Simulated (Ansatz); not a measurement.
CH$_{8}$ClNSi$_{2}$ (SMILES N[SiH2]C[SiH2]Cl)

```xyz
13

N    -0.2306    2.3106    1.0359
Si   -0.7585    0.7679    0.3899
C     0.7587   -0.2306   -0.1704
Si    0.4775   -1.9621   -0.8564
Cl   -0.7123   -1.9077   -2.5869
H     0.2672    2.3340    1.9260
H    -0.8952    3.0835    1.0018
H    -1.6549    1.0962   -0.7627
H    -1.5271   -0.1007    1.3557
H     1.4318   -0.3534    0.7004
H     1.3198    0.3677   -0.9080
H     1.7710   -2.6067   -1.2456
H    -0.2270   -2.8333    0.1351
```

Method: Ansatz, RKS revPBE/def2-mTZVP.

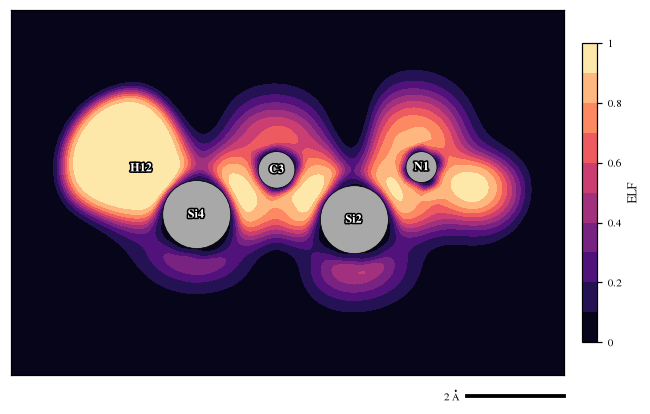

Figure 1. Electron localisation function on the plane of atoms N1, Si2 and C3. Grey discs cover the atomic cores.

Describe what can be read from this map.

Answer.
- Atoms in the plane: N, Si, C and H.
- Si–N (1.75 Å): the ELF peaks at about 0.90 between the atoms; a shared but strongly polarised pair.
- C–Si (1.88 Å): the ELF peaks at about 0.95 between the atoms (a covalent bond).
- Si–H (1.50 Å): the ELF climbs to about 1 towards the hydrogen, as it does in any bond to H.

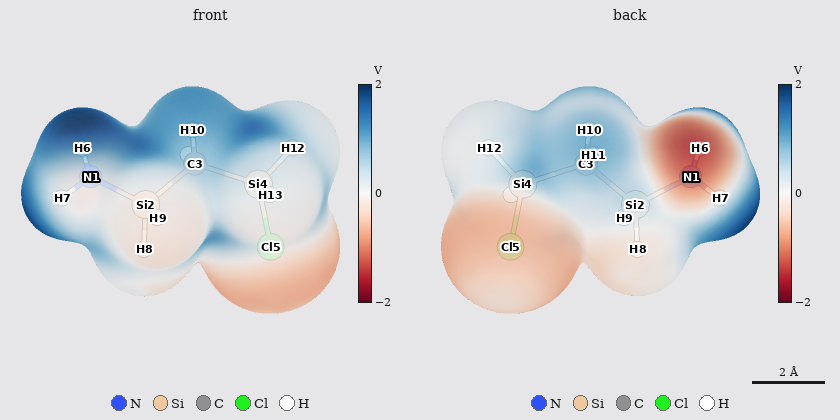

Figure 2. The electrostatic potential painted on the density surface at 0.002 e/bohr³, seen from the front and from behind; the colour scale runs from red (negative) to blue (positive).

Where is the surface potential most negative and most positive?

Answer. The most negative region (about −1.3 V, or −30 kcal/mol for a unit charge) lies over N1, the most positive (about +1.9 V, or +44 kcal/mol for a unit charge) over H6 and H7. N1 is the likeliest acceptor of a hydrogen bond.

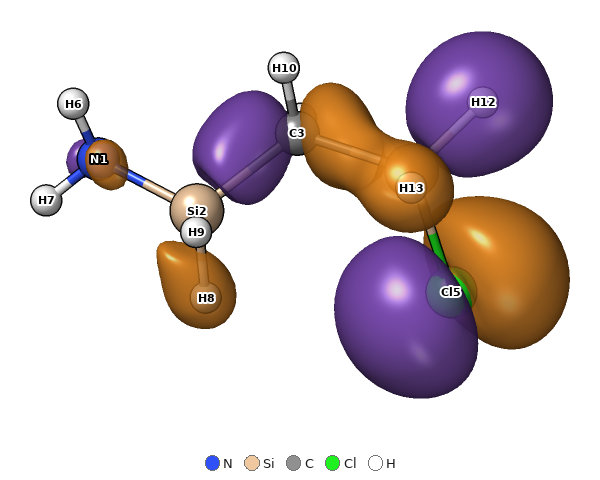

Figure 3. The HOMO−1 at ±0.08 Å⁻³ᐟ² (orange and purple are the two phases), seen across its widest extent.

Describe this orbital and give its energy.

Answer. It lies mainly on Cl5 (about 60 %), H12 (about 10 %) and Si4 (about 10 %). Its energy is −7.25 eV.
